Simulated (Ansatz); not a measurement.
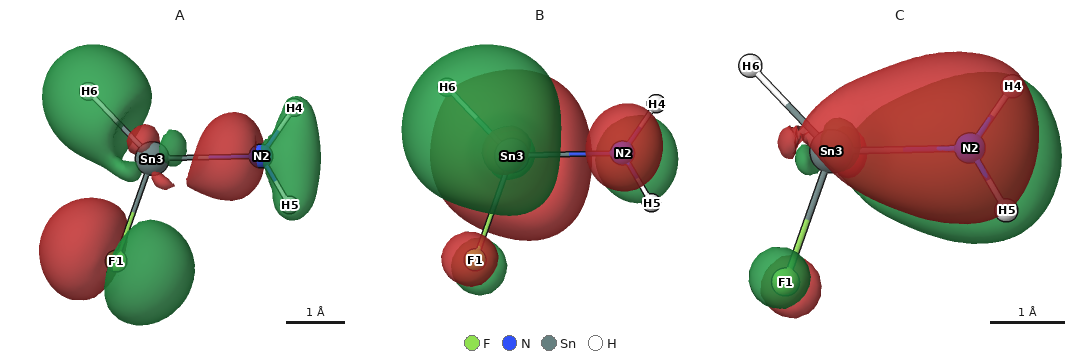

FH3NSn (SMILES [NH2+]=[SnH][F]) (charge +1). Three frontier orbitals at ±0.1 Å⁻³ᐟ² (green and red are the two phases), in no order.

Geometry: r2SCAN-D4/def2-SVP; core potentials replace the inner electrons of Sn.

Method: Ansatz, isolated molecule in a Gaussian basis; Kohn-Sham density functional theory, functional PBE0.

The calculation's input:

```
basis:
  gaussian: {orbitals: def2-TZVPD}
crystal:
  periodic: [false, false, false]
  atoms:
    - symbol: F
      position_ang: [-0.675026, -4.859824, 1.370328]
    - symbol: "N"
      position_ang: [-1.121073, -2.018223, 0.191316]
    - symbol: Sn
      position_ang: [-1.020386, -3.049858, 1.823053]
    - symbol: H
      position_ang: [-1.298183, -1.014405, 0.160053]
    - symbol: H
      position_ang: [-0.995340, -2.462806, -0.719577]
    - symbol: H
      position_ang: [-1.171696, -2.665843, 3.450889]
total_charge: 1
hamiltonian: {xc: {name: PBE0}}
output: {forces: true, orbitals: {seedname: orbitals}}
```

Run with:

```sh
ansatz run input.yaml --threads 1 --pin off --max-ram 2610MiB --events-out events.jsonl --progress --plain --runs-dir runs
```

> Order the three orbitals by energy and name them.

A is the HOMO−1 (−16.47 eV). Its weight (Hirshfeld) is mainly on F1 (about 65 %), Sn3 (about 15 %), H6 (about 10 %) and N2 (about 10 %); it is symmetric in the molecular plane (an in-plane orbital: σ, lone-pair or in-plane π type); largely a lone pair of F1. C is the HOMO (−14.24 eV). It lies mainly on N2 (about 70 %) and Sn3 (about 20 %); it changes sign across the molecular plane (π type). B is the LUMO (−8.08 eV). By Hirshfeld shares it lies mainly on Sn3 (about 80 %) and N2 (about 10 %); it changes sign across the molecular plane (π type).

> What is the HOMO–LUMO gap?

6.16 eV between the orbital energies.
